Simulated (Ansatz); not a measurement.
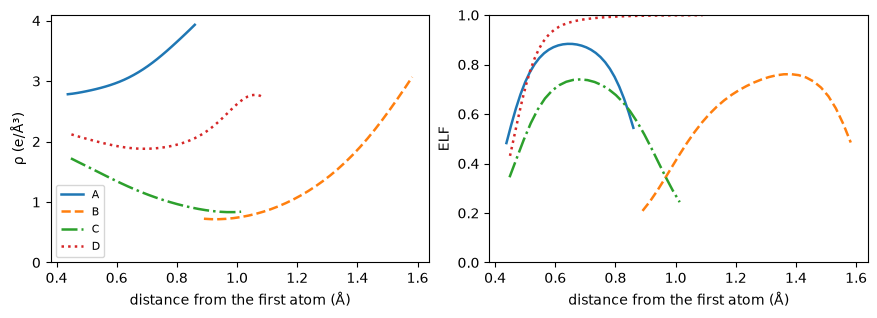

Figure. C2H5GeN (SMILES [CH3][GeH]1[CH]=[N]1). Electron density and ELF along straight lines between neighbouring atoms. The curves leave out the atomic cores.

Geometry: PBE0-D4/def2-TZVP.

Computed with RKS PBE0-D4/def2-TZVPP (Ansatz 0.2.0).

```xyz
9

C    -0.7513    0.7575   -1.0024
Ge   -0.0499   -0.7252    0.0340
C     0.8799   -0.4393    1.6496
N     1.7407   -0.2943    0.7545
H    -0.2822    0.7810   -1.9865
H    -0.5272    1.6848   -0.4756
H    -1.8311    0.6684   -1.1235
H    -0.0094   -2.1114   -0.6067
H     0.9192   -0.3679    2.7396
```

Question: Which curve belongs to which contact (C–Ge, C–H, C–N and Ge–N)? The first atom named is at distance zero.

Answer: Curve A: C–N (1.25 Å): ρ is about 3 e/Å³ halfway; the ELF peaks at about 0.90 between the atoms: a multiple bond. Curve B: Ge–N (1.98 Å): ρ at the midpoint is about 0.73 e/Å³; the ELF peaks at about 0.75 in the valence shell of N, 0.6 Å from its nucleus, and is about 0.40 at the midpoint. Curve C: C–Ge (1.89 Å): ρ is about 0.84 e/Å³ halfway; the ELF peaks at about 0.75 in the valence shell of C, 0.7 Å from its nucleus, and is about 0.40 at the midpoint. Curve D: C–H (1.09 Å): ρ at the midpoint is about 2 e/Å³; the ELF climbs to about 1 towards the hydrogen, as it does in any bond to H: a covalent bond by its length.
